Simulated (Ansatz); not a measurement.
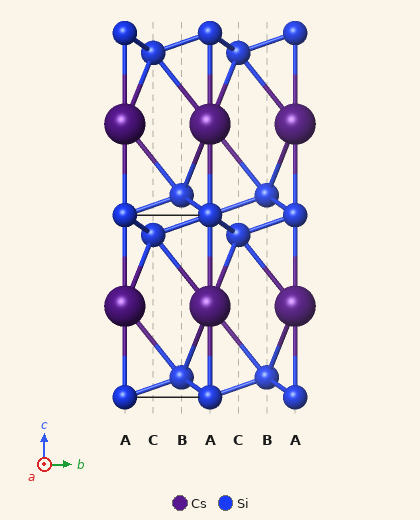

The picture looks along a close-packed row of the hexagonal mesh; c points upwards. The dashed lines mark the three columns A (0, 0), B (1/3, 2/3) and C (2/3, 1/3). The sequence starts with the first layer at or above the cell's origin.

System CsSi₃; source of the atomic positions: the geometry relaxed with Ansatz 0.2.0, DFT PBE, scalar-relativistic, plane waves, PAW; the starting structure was generated, so it need not be a known form of this composition.

### Read off the stacking sequence over one period.

Si(A) – Si(B) – Cs(A) – Si(C) (four layers in 7.55 Å).
